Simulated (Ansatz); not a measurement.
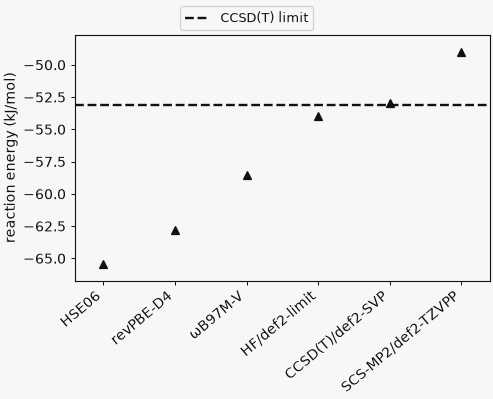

Electronic reaction energy of GaBNH₄F (B[NH][GaH][F]) + H₂S (S) → GaH₂SF ([F][GaH][SH]) + BNH₄ (BN) (SMILES in brackets) at several levels (functionals in def2-TZVPP unless a basis is named), isolated molecules at PBE0-D4 triple-zeta geometries, minima by their frequencies, no zero-point or thermal terms, the Ansatz code. The line is frozen-core CCSD(T) at the basis limit (MP2 extrapolated from triple and quadruple zeta, plus CCSD(T) less MP2 in a smaller set). No dispersion term is added to HSE06. The distance of CCSD(T)/def2-SVP and SCS-MP2/def2-TZVPP to the limit includes basis error.

Q: What range do the values span, the line included?

A: From −65.4 kJ/mol (HSE06) to −49.0 kJ/mol (SCS-MP2/def2-TZVPP).

Q: Give the values.

A:
```csv
level,kJ/mol,less CCSD(T) limit
HSE06,−65.4,−12.3
revPBE-D4,−62.8,−9.7
ωB97M-V,−58.5,−5.4
HF/def2-limit,−54.0,−0.8
CCSD(T)/def2-SVP,−53.0,0.2
SCS-MP2/def2-TZVPP,−49.0,4.1
CCSD(T) limit,−53.1,0.0
```

Note: no scalar relativity up to krypton; outer-core shells are correlated without core-valence functions, which makes the correlated values less sure; one conformer of each flexible molecule.
